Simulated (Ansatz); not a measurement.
**C3H12BN: small, medium and large basis sets**

Aim: see how fast density functionals converge with the basis set for C3H12BN.

Method: one geometry, several basis sets; program: Ansatz 0.2.0, Gaussian basis.

Plan: PBE0-D4/def2-SVP; ωB97M-V/def2-SVP; PBE0-D4/def2-QZVPP; ωB97M-V/def2-QZVPP; the functionals' def2-TZVPP values are taken from earlier runs.

### 1 Structure used throughout

The geometry comes from an earlier relaxation with PBE0-D4 in a triple-zeta def2 set; it is a stationary point, not always the lowest conformer.

SMILES `C[NH2+][BH-](C)C`, 17 atoms, charge 0, spin multiplicity 1.

Atoms are counted from 1 here; the program's logs count them from 0.

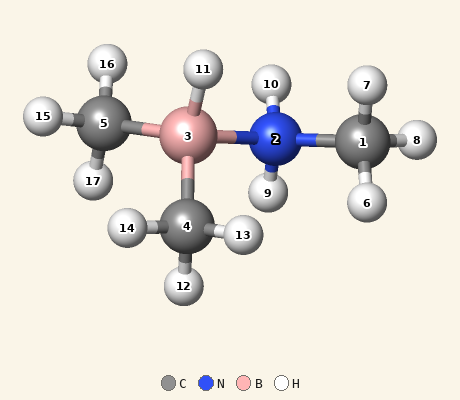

The structure; carbon grey, nitrogen blue, boron pink, hydrogen white; atoms are numbered from 1 in the order of the file.

### 2 PBE0-D4 in def2-SVP

in.yaml reads:

```yaml
crystal:
  periodic: [false, false, false]
  atoms:
    - {symbol: C, position_ang: [-1.932169, -0.228957, -0.777445]}
    - {symbol: N, position_ang: [-0.624819, -0.784811, -0.408357]}
    - {symbol: B, position_ang: [0.295349, 0.144657, 0.600091]}
    - {symbol: C, position_ang: [0.639642, 1.515755, -0.173482]}
    - {symbol: C, position_ang: [1.585689, -0.760897, 0.943393]}
    - {symbol: H, position_ang: [-1.776720, 0.699205, -1.323165]}
    - {symbol: H, position_ang: [-2.476556, -0.003634, 0.138247]}
    - {symbol: H, position_ang: [-2.507296, -0.923562, -1.392595]}
    - {symbol: H, position_ang: [-0.075711, -0.970488, -1.244711]}
    - {symbol: H, position_ang: [-0.747314, -1.679767, 0.056681]}
    - {symbol: H, position_ang: [-0.443002, 0.304176, 1.563887]}
    - {symbol: H, position_ang: [1.175834, 1.350417, -1.119921]}
    - {symbol: H, position_ang: [-0.224923, 2.151596, -0.395846]}
    - {symbol: H, position_ang: [1.306766, 2.123664, 0.445915]}
    - {symbol: H, position_ang: [2.230016, -0.241259, 1.659094]}
    - {symbol: H, position_ang: [1.342300, -1.728137, 1.403509]}
    - {symbol: H, position_ang: [2.213713, -0.968558, 0.064807]}
basis:
  gaussian: {orbitals: def2-SVP}
hamiltonian: {xc: pbe0, dispersion: d4}
output: {orbitals: {seedname: orbitals}}
```

The run is started by

```sh
$ ansatz run in.yaml --threads 4 --pin off --events-out ev --progress --plain --max-ram 11315MiB
```

Log:

```text
Functional definition: PBE0
  name "PBE0"
  cite "Adamo & Barone, J. Chem. Phys. 110, 6158 (1999) doi:10.1063/1.478522"
  cite "Perdew, Burke & Ernzerhof, Phys. Rev. Lett. 77, 3865 (1996) doi:10.1103/PhysRevLett.77.3865"
  parent pbe
  parameter a = 0.25
  parameter kappa = 0.804
  parameter beta = 0.06672455060314922
  exchange = (1 - a)*pbe_x(kappa = kappa, mu = beta*pi^2/3) + a*exact_x
  correlation = pbe_c(beta = beta)
1496 factors; their error is unknown
mean field evaluation 1: about -5452.2088 eV, gradient 6.6e1 eV
mean field evaluation 2: about -5448.7893 eV, gradient 7.4e1 eV
mean field evaluation 4: about -5463.1135 eV, gradient 2.8e0 eV
mean field evaluation 8: about -5463.1298 eV, gradient 3.5e-2 eV
mean field evaluation 16: about -5463.1085 eV, gradient 2.6e-5 eV
mean field -5463.10848642 eV, -200.7655338480 hartree, gradient 2.6e-5 eV, S^2 0.000000; 0 other end points of the search recorded, 0 dependent functions left out
reference -5463.10851511 eV, -200.7655349023 hartree; 21, 21 occupied and 109, 109 virtual orbitals, 1496 factors
Total energy: -5463.37344332 eV, -200.7752708345 hartree
```

It took 2.2 s on 4 threads of Arm Neoverse N1, shared host; peak memory 0.28 GiB.

### 3 ωB97M-V in def2-SVP

in.yaml: that of step 2 with these lines changed.

```diff
@@ -22,3 +22,3 @@
   gaussian: {orbitals: def2-SVP}
-hamiltonian: {xc: pbe0, dispersion: d4}
+hamiltonian: {xc: {name: wB97M-V}}
 output: {orbitals: {seedname: orbitals}}
```

The command is unchanged.

Log (excerpt; [...] marks lines left out):

```text
Functional definition: wB97M-V
  name "wB97M-V"
  cite "Mardirossian & Head-Gordon, J. Chem. Phys. 144, 214110 (2016) doi:10.1063/1.4952647"
  cite "Becke, J. Chem. Phys. 107, 8554 (1997) doi:10.1063/1.475007"
  cite "Vydrov & Van Voorhis, J. Chem. Phys. 133, 244103 (2010) doi:10.1063/1.3521275"
  # Of w^i u^j: cxij and so on, Table III.
[...]
  gx(w, u) = 1 - cx + cx01*u + cx10*w
  gss(w, u) = css00 + css04*u^4 + css10*w + css20*w^2 + css43*w^4*u^3
  gos(w, u) = cos00 + cos10*w + (cos20 + cos21*u)*w^2 + (cos60 + cos61*u)*w^6
[...]
      + integral(e_c_pw_mod_opposite_spin*gos(b97_w_opposite, b97_u_opposite)) + vv10(b, c)
1496 factors; their error is unknown
406 factors; integrals over basis functions are off by at most 7.6e-6 eV
[...]
mean field -5466.22313936 eV, -200.8799952324 hartree, gradient 4.6e-5 eV, S^2 0.000000; 0 other end points of the search recorded, 0 dependent functions left out
reference -5466.22318535 eV, -200.8799969223 hartree; 21, 21 occupied and 109, 109 virtual orbitals, 1496 factors
Total energy: -5466.22318535 eV, -200.8799969223 hartree
```

Run time: 9.5 s. Hardware: 4 threads of Arm Neoverse N1, shared host; peak memory 0.4 GiB.

### 4 PBE0-D4 in def2-QZVPP

in.yaml: that of step 3 with these lines changed.

```diff
@@ -21,4 +21,4 @@
 basis:
-  gaussian: {orbitals: def2-SVP}
-hamiltonian: {xc: {name: wB97M-V}}
+  gaussian: {orbitals: "def2-QZVPP.json"}
+hamiltonian: {xc: pbe0, dispersion: d4}
 output: {orbitals: {seedname: orbitals}}
```

Same command.

Log:

```text
Functional definition: PBE0
  name "PBE0"
  cite "Adamo & Barone, J. Chem. Phys. 110, 6158 (1999) doi:10.1063/1.478522"
  cite "Perdew, Burke & Ernzerhof, Phys. Rev. Lett. 77, 3865 (1996) doi:10.1103/PhysRevLett.77.3865"
  parent pbe
  parameter a = 0.25
  parameter kappa = 0.804
  parameter beta = 0.06672455060314922
  exchange = (1 - a)*pbe_x(kappa = kappa, mu = beta*pi^2/3) + a*exact_x
  correlation = pbe_c(beta = beta)
1657 factors; their error is unknown
mean field evaluation 1: about -5453.2660 eV, gradient 8.4e1 eV
mean field evaluation 2: about -5441.0498 eV, gradient 1.1e2 eV
mean field evaluation 4: about -5469.4132 eV, gradient 5.4e0 eV
mean field evaluation 8: about -5469.4780 eV, gradient 7.5e-2 eV
mean field evaluation 16: about -5469.4736 eV, gradient 7.3e-5 eV
mean field -5469.47360481 eV, -200.9994476345 hartree, gradient 7.3e-5 eV, S^2 0.000000; 0 other end points of the search recorded, 0 dependent functions left out
reference -5469.47364944 eV, -200.9994492744 hartree; 21, 21 occupied and 624, 624 virtual orbitals, 1657 factors
Total energy: -5469.73857765 eV, -201.0091852067 hartree
```

Run time: 21 s. Hardware: 4 threads of Arm Neoverse N1, shared host; peak memory 2.6 GiB.

### 5 ωB97M-V in def2-QZVPP

in.yaml: that of step 4 with these lines changed.

```diff
@@ -22,3 +22,3 @@
   gaussian: {orbitals: "def2-QZVPP.json"}
-hamiltonian: {xc: pbe0, dispersion: d4}
+hamiltonian: {xc: {name: wB97M-V}}
 output: {orbitals: {seedname: orbitals}}
```

The command is unchanged.

Log (excerpt; [...] marks lines left out):

```text
Functional definition: wB97M-V
  name "wB97M-V"
  cite "Mardirossian & Head-Gordon, J. Chem. Phys. 144, 214110 (2016) doi:10.1063/1.4952647"
  cite "Becke, J. Chem. Phys. 107, 8554 (1997) doi:10.1063/1.475007"
  cite "Vydrov & Van Voorhis, J. Chem. Phys. 133, 244103 (2010) doi:10.1063/1.3521275"
  # Of w^i u^j: cxij and so on, Table III.
[...]
  gx(w, u) = 1 - cx + cx01*u + cx10*w
  gss(w, u) = css00 + css04*u^4 + css10*w + css20*w^2 + css43*w^4*u^3
  gos(w, u) = cos00 + cos10*w + (cos20 + cos21*u)*w^2 + (cos60 + cos61*u)*w^6
[...]
      + integral(e_c_pw_mod_opposite_spin*gos(b97_w_opposite, b97_u_opposite)) + vv10(b, c)
1657 factors; their error is unknown
530 factors; integrals over basis functions are off by at most 6.0e-6 eV
[...]
mean field -5472.99089639 eV, -201.1287057159 hartree, gradient 4.8e-5 eV, S^2 0.000000; 0 other end points of the search recorded, 0 dependent functions left out
reference -5472.99096824 eV, -201.1287083562 hartree; 21, 21 occupied and 624, 624 virtual orbitals, 1657 factors
Total energy: -5472.99096824 eV, -201.1287083562 hartree
```

It took 49 s on 4 threads of Arm Neoverse N1, shared host; peak memory 3.1 GiB.

### 6 Density functionals: the series

The def2-TZVPP values come from earlier runs at the same geometry.

| functional | basis | functions | energy (eV) | from the largest (eV) | HOMO (eV) | LUMO (eV) |
| --- | --- | --- | --- | --- | --- | --- |
| PBE0-D4 | def2-SVP | 130 | -5463.3734 | 6.365 | -7.12 | 0.94 |
| PBE0-D4 | def2-TZVPP | 323 | -5469.4103 | 0.328 | -7.27 | 0.36 |
| PBE0-D4 | def2-QZVPP | 645 | -5469.7386 | 0.000 | -7.29 | -0.04 |
| ωB97M-V | def2-SVP | 130 | -5466.2232 | 6.768 | -9.40 | 2.57 |
| ωB97M-V | def2-TZVPP | 323 | -5472.6700 | 0.321 | -9.59 | 1.76 |
| ωB97M-V | def2-QZVPP | 645 | -5472.9910 | 0.000 | -9.60 | 1.08 |

### 7 Summary of results

```
                                       quantity          value
PBE0-D4: double and triple zeta above quadruple  6.37, 0.33 eV
ωB97M-V: double and triple zeta above quadruple  6.77, 0.32 eV
```

What this shows: For PBE0-D4 the step from double to triple zeta gains 6.04 eV and the next only 0.33 eV. Total energies overstate the basis error of differences, where much of it tends to cancel. The LUMO of ωB97M-V is positive and keeps falling with the basis (2.57 to 1.08 eV): an unbound level that the basis holds in place.

For PBE0-D4 the largest set took about 9 times as long as the smallest (21 s against 2.2 s).
